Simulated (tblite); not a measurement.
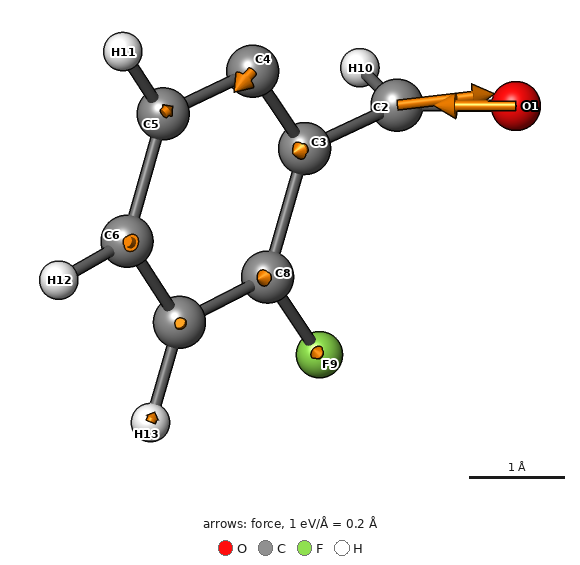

Starting geometry of C₇H₄FO (multiplicity 2) with the computed forces as orange arrows. Style: ball-and-stick. Shown from a free direction.

Theory: GFN2-xTB geometry optimisation, gas phase in tblite. 

Q: What follows when this structure is relaxed?

A: It isn't relaxed: the largest force vector, on a C atom, is 5.25 eV/Å. The final displacements have little in common with the starting forces (cosine between the two patterns 0.27). An H atom moves most after the best rigid fit: 1.37 Å. Largest moves by element: H 1.37 Å, O 1.33 Å, F 0.22 Å, C 0.15 Å. Some distances before and after: C–O 1.266 → 1.200 Å, C–C 1.394 → 1.360 Å, C–C 1.443 → 1.476 Å, C–H 1.099 → 1.079 Å. Bond angles that change, for instance: C–C–H 116.9° → 113.3°, C–C–C 122.9° → 126.3°, C–C–C 118.3° → 115.1°. Groups turn about C–C by about 90°. The energy falls by 45.9 kJ/mol in 91 geometry steps. Cost: 0.5 s on 1 thread of Arm Neoverse V1 (shared host).
